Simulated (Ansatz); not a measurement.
# MgO (rocksalt type): the dielectric function from several functionals, part 2 of 2

Aim: the dielectric function of MgO (rocksalt type) in the independent-particle picture, and how it depends on the functional and on the gap. Plan: HSE06 for the gap; optics with PBE on 10×10×10; optics with r2SCAN on 10×10×10; optics with LDA on 10×10×10; optics with PBE and scissors to the HSE06 gap on 10×10×10.

Ansatz 0.2.0; plane waves, PAW; no local fields, no excitons. The steps go on from the part before.

### 5 Optics, LDA

Contents of input.yaml:

```yaml
crystal:
  lattice:
    - [0.0, 2.1021674168, 2.1021674168]
    - [2.1021674168, 0.0, 2.1021674168]
    - [2.1021674168, 2.1021674168, 0.0]
  atoms:
    - { symbol: Mg, position: [0.0, 0.0, 0.0] }
    - { symbol: O, position: [0.5, 0.5, 0.5] }
kpoints:
  mp_grid: { grid: [10, 10, 10] }
hamiltonian:
  xc: lda
scf:
  occupations: { method: fixed }
output:
  optics: { e_range: [0, 20], de: 0.05, sigma: 0.1, bands: auto }
```

Launch:

```console
$ ansatz run input.yaml --threads 4 --pin off --max-ram 3686MiB --backend cpu --events-out ev --progress --plain --runs-dir out
```

The program printed:

```text
Warning: RAYON_NUM_THREADS=4 ignored (pool sized by the plan → 4); use --threads N
Engine: ansatz 0.2.0, aarch64-unknown-linux-gnu
Pseudopotentials: kind: paw
Pseudopotential: Mg, paw, valence charge 10, recommended cutoff 420 eV (normal), Mg.paw.azcp
Pseudopotential: O, paw, valence charge 6, recommended cutoff 420 eV (normal), O.paw.azcp
Functional definition: SPW92
  exchange = slater_x
  correlation = pw_c
Crystal: 2 atoms, lattice volume = 18.579 Å³
Basis set: ecut = 420 eV, 339 PW (Γ)
Bands: 12, of which v1, the nominal top of the filled ones, is band 8 counted from 1 (7 counted from 0)
Symmetry: 48 space group operations
Space group: Fm-3m (ITA 225), of the structure as read, at distance tolerance 2.6e-5 Å
k-points: 47 of 1000
Non-local potential: Mg, projectors of the file, l = 0: 3, l = 1: 2, l = 2: 1
Non-local potential: O, projectors of the file, l = 0: 2, l = 1: 2, l = 2: 1
PAW form: soft (Blöchl's): semilocal exchange-correlation on the pseudo side does not see the compensation charge
PAW frozen core: Mg, regenerated for the run's functional, and the local potential with it (the file was generated under x = pbe(κ = 0.804, μ = 0.2195149727645171), c = pbe(β = 0.06672455060314922))
PAW frozen core: O, regenerated for the run's functional, and the local potential with it (the file was generated under x = pbe(κ = 0.804, μ = 0.2195149727645171), c = pbe(β = 0.06672455060314922))
PAW one-centre angular grid: Mg, 110 points (default); XC on 64 Gauss nodes
PAW one-centre angular grid: O, 110 points (default); XC on 64 Gauss nodes
Initial density: superposition of atomic densities (neutral atoms: chi_scale 0, normalization atom), corrected by the library's trained network
Initial wavefunctions: pseudopotential atomic-orbital guess
Functional: x = slater, c = lda
SCF iter   1: F=—  HF=-2460.072893 eV  |F-HF|=—  |Δ(HF+E_count)|=         —  Δρ=1.74e-2  dr2=4.49e-2  ethr=1.77e-3  ⟨swp⟩=4.6  Hψ=2968  notcnv=0  defer=76
preconditioner: auto → none  [insulator: Δε(μ)=4.559 eV  Ē_g=18.168 eV  n_scr=8 (ndim 8)  ℏωp=24.4 eV  f_vac=0.000  ε∞_Penn≈2.8]
SCF iter   2: F=—  HF=-2460.058676 eV  |F-HF|=—  |Δ(HF+E_count)|=   1.42e-2  Δρ=8.96e-3  dr2=7.95e-3  ethr=2.81e-4  ⟨swp⟩=2.4  Hψ=1180  notcnv=0  defer=91
SCF iter   3: F=—  HF=-2460.055841 eV  |F-HF|=—  |Δ(HF+E_count)|=   2.83e-3  Δρ=1.93e-3  dr2=3.84e-4  ethr=4.97e-5  ⟨swp⟩=2.0  Hψ=824  notcnv=0  defer=92
SCF iter   4: F=—  HF=-2460.055615 eV  |F-HF|=—  |Δ(HF+E_count)|=   2.26e-4  Δρ=3.95e-4  dr2=1.30e-5  ethr=2.40e-6  ⟨swp⟩=2.0  Hψ=994  notcnv=0  defer=91
SCF iter   5: F=—  HF=-2460.055610 eV  |F-HF|=—  |Δ(HF+E_count)|=   4.77e-6  Δρ=2.23e-5  dr2=6.33e-8  ethr=8.12e-8  ⟨swp⟩=2.0  Hψ=876  notcnv=0
SCF iter   6: F=—  HF=-2460.055609 eV  |F-HF|=—  |Δ(HF+E_count)|=   7.60e-7  Δρ=2.46e-6  dr2=5.41e-10  ethr=3.96e-10  ⟨swp⟩=2.0  Hψ=899  notcnv=0
SCF iter   7: F=-2460.055609 eV  HF=-2460.055609 eV  |F-HF|=1.82e-12  |Δ(HF+E_count)|=  5.46e-11  Δρ=1.07e-7  dr2=6.55e-13  ethr=1.00e-12  ⟨swp⟩=2.4  Hψ=2115  notcnv=0
SCF 1 converged in 7 iterations: F = -2460.055609 eV  dr2 = 6.55e-13
NSCF: frozen V_eff on 47 k-points
Optics k sum: 0 of 47 k-points
[...]
NSCF: frozen V_eff on 1 k-points
NSCF: frozen V_eff on 1 k-points
output.optics: what the bands over the 35 summed would add to eps1, eps2 and the energy-loss function is held between a lower and an upper bound (4 Lanczos steps). eps1, eps2 and their loss function (loss_summed_bands) are given on every row as the summed bands alone make them. Along an axis, on a row where the two bounds hold the loss function to about 1 % of the greater of itself and 0.5 % of |1/eps|, its cell (loss_completed) is given, with the completed eps1 and eps2 that it is formed of (a cell that is left empty reads nan in the table and null in the record). The two bounds hold it so along every axis on all 401 rows up to 20.000 eV. The run works to bound the rows up to 44.797 eV and no higher ones: a peak of the loss function over that energy may be left empty with no warning. To have the run work for it, set output.optics.bands.spectra_wanted_up_to to a higher energy. perfect_screening_sum, loss_f_sum_n_eff and, beside carriers, perfect_screening_limit are those of loss_summed_bands: over the bounded function the two sums would run over rows that are not all bounded, and lack what the bands left out lay past the top of the energy grid. Bounded is said of the bands left out alone, which are those that the basis at basis.ecutwfc holds: it says nothing of that cutoff, of the k-point mesh, of what the sum inside its cells errs by (eps2_relative_error), of the factors of all_electron_strengths, nor of how far the SCF is converged. The bands left out are taken at the k-points, and what their mean over the points' cells stands off that by is in neither bound: the run's estimate of it, which the test of a row counts in, is 0.01 % of |eps| at the most among the values given; where the mean stood off by over 0.5 % the points' spread read 0.1 to 3 times that
SCF converged after 7 iterations
Free energy (F): -2460.055609 eV
Harris-Foulkes:  -2460.055609 eV  (|F-HF|=1.82e-12)
Internal energy: -2460.055609 eV  (E = F + TS)
E sigma→0 (E₀):  -2460.055609 eV
Fermi energy:    7.829304 eV
--- Per-component energies (eV) ---
  E_band       = -294.498485
  E_kinetic    = 254.785316
  E_local      = -1597.792307  (includes V_loc(G=0)·N_el)
  E_nonlocal   = 145.535430
  E_hartree    = 550.628702
  E_xc         = -103.692482
  E_vxc        = -133.833065  (∫ρ·V_xc dr)
  E_paw        = -418.033820  (= ΣΔE_a)
  E_vpaw       = -64.453811  (= ΣTr[D̂ρ^β])
  E_aug_tail   = 0.002575  (compensation charges beyond the density's cutoff)
  E_ewald      = -1291.736425
  E_core_change = 0.247401  (= ΣΔE_core)
  E_smearing   = -0.000000  (= −TS)
  E_closure    = -0.000000  (closes the sum)
  Σ components = -2460.055609   (vs F -2460.055609, Δ=0.00e0)
--- Band table (eV; the first three rows and the last of 47) ---
  k-point 0: bands = ["-63.6308", "-31.0294", "-31.0294", "-31.0294", "-9.2012", "7.8293", "7.8293", "7.8293", "12.5398", "23.4055", "23.4055", "23.4055"]
  k-point 1: bands = ["-63.6299", "-31.0382", "-31.0302", "-31.0302", "-9.0865", "7.1696", "7.7600", "7.7600", "13.1631", "22.1741", "23.6448", "23.6448"]
  k-point 2: bands = ["-63.6275", "-31.0614", "-31.0326", "-31.0326", "-8.7709", "5.8289", "7.5845", "7.5845", "14.3400", "20.6788", "24.1251", "24.1251"]
  k-point 46: bands = ["-63.6180", "-31.0910", "-31.0764", "-31.0619", "-7.5067", "4.4398", "5.2566", "6.0557", "18.6742", "19.4574", "19.8676", "23.5602"]
```

Wall time 6.9 s (4 threads of Arm Neoverse N1, shared host); peak memory 0.59 GiB.

From the head of optics.tsv:

```
# eps_inf(xx yy zz) = 3.327288 3.327288 3.327288
# eps_inf_bands = all
# eps_inf_summed_bands(xx yy zz) = 3.306876 3.306876 3.306876
# eps_inf_completed(xx yy zz) = 3.327288 3.327288 3.327288
# eps2_relative_error = 0.0007
# eps_inf_relative_error = 0.0038
# f_sum_n_eff(xx yy zz) = 10.240725 10.240725 10.240725 of n_electrons = 16.000000
# n_bands = 35
# n_bands_set_by = photon_energy
# valid_up_to_ev = 61.185508
# least_direct_gap_ev = 4.710510e0 at k(fractional) = 0.000000 0.000000 0.000000, k_point = 0, channel = 0, bands = 7 8 (counted from 0)
```

The dielectric function from optics.tsv (isotropic), one row in 20 (narrow peaks fall between the rows):

```csv
E (eV),ε₂ xx,ε₁ xx
4.50,0.00,4.10
5.50,0.80,4.35
6.50,1.11,4.36
7.50,1.50,4.66
8.50,3.76,5.03
9.50,3.08,3.33
10.50,4.28,4.77
11.50,4.00,0.33
12.50,2.83,0.86
13.50,1.99,1.60
14.50,2.60,1.66
15.50,3.17,-0.36
16.50,2.71,-0.28
17.50,2.40,-0.13
18.50,1.12,-1.13
19.50,0.66,-0.41
```

Tallest peaks of ε₂: 3.8 at 8.55 eV, 6.2 at 10.85 eV, 4.3 at 15.10 eV.

### 6 Optics, PBE + 1.75 eV scissors

The scissors of 1.745 eV comes from the difference of HSE06 and PBE direct gaps in separate runs.

Changes to input.yaml since step 5:

```diff
@@ -11,3 +11,3 @@
 hamiltonian:
-  xc: lda
+  xc: pbe
 scf:
@@ -15,2 +15,7 @@
 output:
-  optics: { e_range: [0, 20], de: 0.05, sigma: 0.1, bands: auto }
+  optics:
+    e_range: [0, 20]
+    de: 0.05
+    sigma: 0.1
+    bands: auto
+    scissors: 1.745
```

Launch:

```console
$ ansatz run input.yaml --threads 4 --pin off --max-ram 3686MiB --backend cpu --events-out ev --progress --plain --runs-dir out
```

The program printed:

```text
Warning: RAYON_NUM_THREADS=4 ignored (pool sized by the plan → 4); use --threads N
[... 9 set-up lines as earlier in the session ...]
Crystal: 2 atoms, lattice volume = 18.579 Å³
Basis set: ecut = 420 eV, 339 PW (Γ)
Bands: 12, of which v1, the nominal top of the filled ones, is band 8 counted from 1 (7 counted from 0)
[... 2 set-up lines as earlier in the session ...]
k-points: 47 of 1000
[... 8 set-up lines as earlier in the session ...]
SCF iter   1: F=—  HF=-2494.127566 eV  |F-HF|=—  |Δ(HF+E_count)|=         —  Δρ=5.70e-4  dr2=7.32e-6  ethr=1.77e-3  ⟨swp⟩=4.6  Hψ=2940  notcnv=0  defer=80
preconditioner: auto → none  [insulator: Δε(μ)=4.795 eV  Ē_g=18.604 eV  n_scr=8 (ndim 8)  ℏωp=24.4 eV  f_vac=0.000  ε∞_Penn≈2.7]
SCF iter   2: F=—  HF=-2494.127617 eV  |F-HF|=—  |Δ(HF+E_count)|=   5.04e-5  Δρ=3.49e-4  dr2=7.08e-6  ethr=4.57e-8  ⟨swp⟩=3.7  Hψ=1698  notcnv=0  defer=91
SCF iter   3: F=—  HF=-2494.127642 eV  |F-HF|=—  |Δ(HF+E_count)|=   2.51e-5  Δρ=1.78e-4  dr2=1.08e-6  ethr=4.43e-8  ⟨swp⟩=2.7  Hψ=895  notcnv=0  defer=70
SCF iter   4: F=—  HF=-2494.127655 eV  |F-HF|=—  |Δ(HF+E_count)|=   1.32e-5  Δρ=6.79e-5  dr2=3.68e-7  ethr=6.75e-9  ⟨swp⟩=2.0  Hψ=875  notcnv=0  defer=28
SCF iter   5: F=—  HF=-2494.127657 eV  |F-HF|=—  |Δ(HF+E_count)|=   1.57e-6  Δρ=1.89e-5  dr2=3.05e-8  ethr=2.30e-9  ⟨swp⟩=2.0  Hψ=752  notcnv=0  defer=32
SCF iter   6: F=—  HF=-2494.127657 eV  |F-HF|=—  |Δ(HF+E_count)|=   1.38e-8  Δρ=1.45e-6  dr2=1.73e-10  ethr=1.91e-10  ⟨swp⟩=2.0  Hψ=940  notcnv=0  defer=32
SCF iter   7: F=-2494.127657 eV  HF=-2494.127657 eV  |F-HF|=9.09e-12  |Δ(HF+E_count)|=  1.61e-10  Δρ=3.22e-7  dr2=8.19e-12  ethr=1.00e-12  ⟨swp⟩=3.8  Hψ=2467  notcnv=0
SCF 1 converged in 7 iterations: F = -2494.127657 eV  dr2 = 8.19e-12
NSCF: frozen V_eff on 47 k-points
Optics k sum: 0 of 47 k-points
[...]
NSCF: frozen V_eff on 1 k-points
NSCF: frozen V_eff on 1 k-points
output.optics: what the bands over the 35 summed would add to eps1, eps2 and the energy-loss function is held between a lower and an upper bound (4 Lanczos steps). eps1, eps2 and their loss function (loss_summed_bands) are given on every row as the summed bands alone make them. Along an axis, on a row where the two bounds hold the loss function to about 1 % of the greater of itself and 0.5 % of |1/eps|, its cell (loss_completed) is given, with the completed eps1 and eps2 that it is formed of (a cell that is left empty reads nan in the table and null in the record). The two bounds hold it so along every axis on all 401 rows up to 20.000 eV. The run works to bound the rows up to 44.797 eV and no higher ones: a peak of the loss function over that energy may be left empty with no warning. To have the run work for it, set output.optics.bands.spectra_wanted_up_to to a higher energy. perfect_screening_sum, loss_f_sum_n_eff and, beside carriers, perfect_screening_limit are those of loss_summed_bands: over the bounded function the two sums would run over rows that are not all bounded, and lack what the bands left out lay past the top of the energy grid. Bounded is said of the bands left out alone, which are those that the basis at basis.ecutwfc holds: it says nothing of that cutoff, of the k-point mesh, of what the sum inside its cells errs by (eps2_relative_error), of the factors of all_electron_strengths, nor of how far the SCF is converged. The bands left out are taken at the k-points, and what their mean over the points' cells stands off that by is in neither bound: the run's estimate of it, which the test of a row counts in, is 0.00 % of |eps| at the most among the values given; where the mean stood off by over 0.5 % the points' spread read 0.1 to 3 times that
SCF converged after 7 iterations
Free energy (F): -2494.127657 eV
Harris-Foulkes:  -2494.127657 eV  (|F-HF|=9.09e-12)
Internal energy: -2494.127657 eV  (E = F + TS)
E sigma→0 (E₀):  -2494.127657 eV
Fermi energy:    8.203447 eV
--- Per-component energies (eV) ---
  E_band       = -291.379133
  E_kinetic    = 256.012323
  E_local      = -1598.949169  (includes V_loc(G=0)·N_el)
  E_nonlocal   = 142.825684
  E_hartree    = 553.136241
  E_xc         = -105.343230
  E_vxc        = -135.004097  (∫ρ·V_xc dr)
  E_paw        = -450.075602  (= ΣΔE_a)
  E_vpaw       = -62.538972  (= ΣTr[D̂ρ^β])
  E_aug_tail   = 0.002520  (compensation charges beyond the density's cutoff)
  E_ewald      = -1291.736425
  E_smearing   = -0.000000  (= −TS)
  E_closure    = 0.000000  (closes the sum)
  Σ components = -2494.127657   (vs F -2494.127657, Δ=0.00e0)
--- Band table (eV; the first three rows and the last of 47) ---
  k-point 0: bands = ["-64.0734", "-30.7936", "-30.7936", "-30.7936", "-9.0767", "8.2034", "8.2034", "8.2034", "13.0004", "24.0570", "24.0570", "24.0570"]
  k-point 1: bands = ["-64.0726", "-30.8022", "-30.7945", "-30.7945", "-8.9665", "7.5528", "8.1356", "8.1356", "13.6271", "22.7999", "24.2977", "24.2977"]
  k-point 2: bands = ["-64.0703", "-30.8244", "-30.7967", "-30.7967", "-8.6639", "6.2299", "7.9635", "7.9635", "14.8225", "21.2869", "24.7884", "24.7884"]
  k-point 46: bands = ["-64.0616", "-30.8527", "-30.8387", "-30.8250", "-7.4646", "4.8727", "5.6787", "6.4680", "19.2540", "20.1288", "20.4493", "24.2267"]
```

Wall time 7 s (4 threads of Arm Neoverse N1, shared host); peak memory 0.59 GiB.

From the head of optics.tsv:

```
# eps_inf(xx yy zz) = 2.957232 2.957232 2.957232
# eps_inf_bands = all
# eps_inf_summed_bands(xx yy zz) = 2.937241 2.937241 2.937241
# eps_inf_completed(xx yy zz) = 2.957232 2.957232 2.957232
# eps2_relative_error = 0.0006
# eps_inf_relative_error = 0.0038
# f_sum_n_eff(xx yy zz) = 10.240114 10.240114 10.240114 of n_electrons = 16.000000
# n_bands = 35
# n_bands_set_by = photon_energy
# valid_up_to_ev = 63.094236
# least_direct_gap_ev = 4.796964e0 at k(fractional) = 0.000000 0.000000 0.000000, k_point = 0, channel = 0, bands = 7 8 (counted from 0)
```

The dielectric function from optics.tsv (isotropic), one row in 10 (narrow peaks fall between the rows):

```tsv
E (eV)	ε₂ xx	ε₁ xx
6.30	0.00	3.85
6.80	0.48	4.21
7.30	0.76	4.12
7.80	0.94	4.10
8.30	1.08	4.12
8.80	1.23	4.21
9.30	1.42	4.38
9.80	1.76	4.70
10.30	3.07	5.24
10.80	3.44	3.51
11.30	3.05	3.15
11.80	2.80	3.28
12.30	3.31	4.44
12.80	5.98	2.68
13.30	4.39	0.31
13.80	3.27	0.58
14.30	2.86	0.72
14.80	2.90	0.63
15.30	1.78	0.94
15.80	2.62	1.53
16.30	2.46	1.31
16.80	3.31	1.51
17.30	3.62	-0.08
17.80	2.65	-0.03
18.30	2.76	-0.10
18.80	2.16	-0.32
19.30	2.21	-0.19
19.80	2.90	-0.50
```

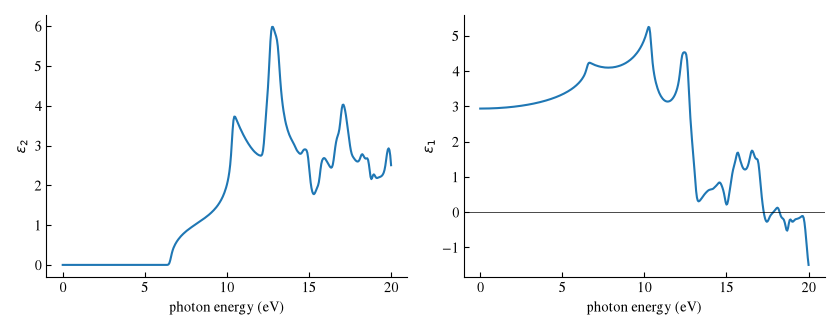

Imaginary (left) and real part (right) of the dielectric function.

Tallest peaks of ε₂: 3.7 at 10.45 eV, 6.0 at 12.80 eV, 4.0 at 17.10 eV.

### 7 The levels side by side

```csv
level,mesh,least direct gap on the mesh (eV),ε∞,tallest peak of ε₂,time
PBE,10×10×10,4.80,3.25,6.0 at 11.05 eV,6.8 s
r2SCAN,10×10×10,5.68,2.96,5.5 at 12.00 eV,9.7 s
LDA,10×10×10,4.71,3.33,6.2 at 10.85 eV,6.9 s
PBE + 1.75 eV scissors,10×10×10,6.54,2.96,6.0 at 12.80 eV,7 s
```

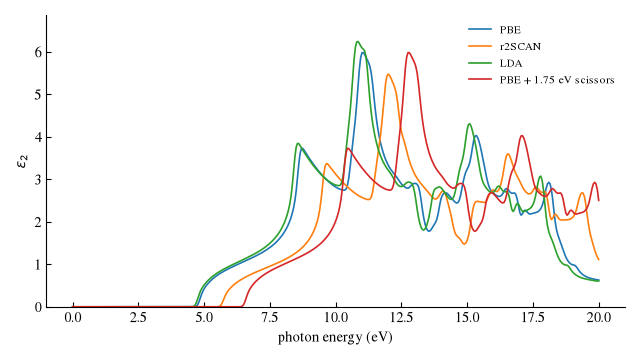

ε₂ by level.

### 8 What came out

What follows sums up all 2 parts.

| quantity | value |
| --- | --- |
| ε∞, PBE | 3.25 |
| ε∞, r2SCAN | 2.96 |
| ε∞, LDA | 3.33 |
| ε∞, PBE + 1.75 eV scissors | 2.96 |
| tallest peak of ε₂, PBE | 6.0 at 11.05 eV |
| tallest peak of ε₂, r2SCAN | 5.5 at 12.00 eV |
| tallest peak of ε₂, LDA | 6.2 at 10.85 eV |
| tallest peak of ε₂, PBE + 1.75 eV scissors | 6.0 at 12.80 eV |
| HSE06 direct gap | 6.54 eV |

In words: PBE + 1.75 eV scissors has the widest direct gap (6.54 eV) and LDA the narrowest (4.71 eV); ε∞ is 2.96 and 3.33: a wider gap screens less. Local fields and excitons are left out: both change ε∞, and without excitons the onset lacks its lines.

Against the measured ε∞ of MgO, 2.95 (295 K; “Infrared Optical Properties of Ferropericlase (Mg1-xFexO): Experiment and Theory”, 2007, arxiv:0704.2267), the calculated 3.25 is off by +10.2 %. The calculated value is that of PBE, without local fields and excitons.
